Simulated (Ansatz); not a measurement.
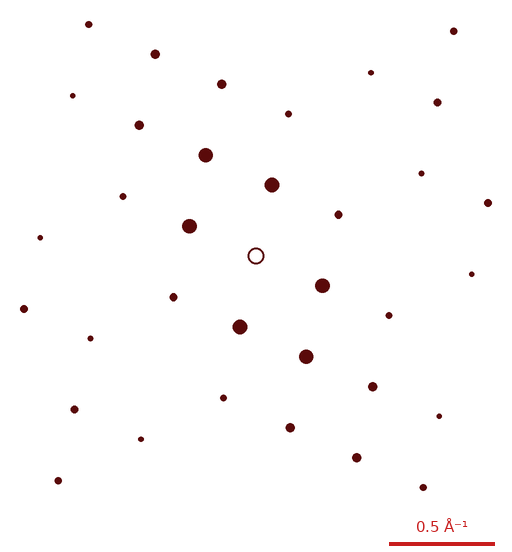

Computed electron diffraction pattern, 200 kV, single scattering only, B = 0.3 Å².

It belongs to Nd, space group P6_3/mmc (No. 194), a = 3.72 Å, c = 12.79 Å (hexagonal axes). Structure: the input geometry of an electronic-structure calculation (not necessarily at equilibrium).

```json
{"atom": "Nd", "site": "2a", "symmetry": "-3m.", "x": "0.0000", "y": "0.0000", "z": "0.0000"}
{"atom": "Nd", "site": "2d", "symmetry": "-6m2", "x": "0.3333", "y": "0.6667", "z": "0.7500"}
```

> Determine the zone axis from the geometry of the pattern.

The spots form a centred rectangular net with both shortest vectors at d = 2.88 Å, 78.7° apart. They index as 0 1 -2 and -1 1 2, so the zone axis is [421] (or an equivalent direction of <421>).
